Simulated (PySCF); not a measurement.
System: C5H10GeO (SMILES CC(=O)C1[CH2][GeH2][CH2]1).

The calculation's input:

```
{"job": {"kind": "uv", "xc": "B3LYP", "basis": "def2-SVPD", "nstates": 8, "ntriplets": 3}, "charge": 0, "multiplicity": 1}
C      2.408023    -0.591669     0.096113
C      0.942547    -0.562984    -0.247280
O      0.442410    -1.382817    -0.983021
C      0.082130     0.516738     0.342826
C     -1.107926    -0.188440     1.027131
Ge    -2.069227    -0.186731    -0.720513
C     -0.641230     1.200890    -0.836383
H      2.691599     0.213301     0.766672
H      2.646119    -1.550041     0.554969
H      2.989191    -0.523774    -0.822259
H      0.651450     1.190639     0.987194
H     -1.586479     0.483560     1.739072
H     -0.833733    -1.103823     1.546499
H     -3.485967     0.372614    -0.657618
H     -2.100654    -1.382296    -1.619372
H     -1.018469     2.177361    -0.533631
H     -0.016783     1.329503    -1.717519
```

Command:

```sh
OMP_NUM_THREADS=1 python probes_run.py task.json out
```

Geometry: GFN2-xTB.

All numbers below come from PySCF 2.14.0, B3LYP/def2-SVPD, SCF density, gas phase.

Q: What will maps of the electron density and electron localisation function show?

A: C–O (1.21 Å): the density is about 3.3 e/Å³ at the midpoint; the ELF peaks at about 0.85 between the atoms (a multiple bond).
C–C (1.50 Å): ρ at the midpoint is about 1.8 e/Å³; the ELF peaks at about 0.95 between the atoms (a shared electron pair).
C–H (1.09 Å): the density is about 2 e/Å³ at the midpoint; the ELF climbs to about 1 towards the hydrogen, as it does in any bond to H: a covalent bond by its length.
Ge–H (1.50 Å): the density is about 1.2 e/Å³ at the midpoint; the ELF climbs to about 1 towards the hydrogen.

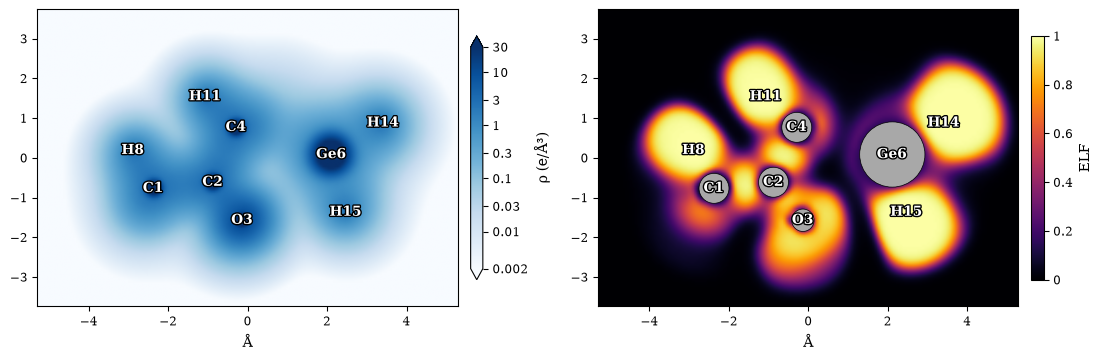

Computed electron density and electron localisation function on the plane of atoms O3, C2 and C4, in this order. Grey discs cover the atomic cores in the ELF map. 
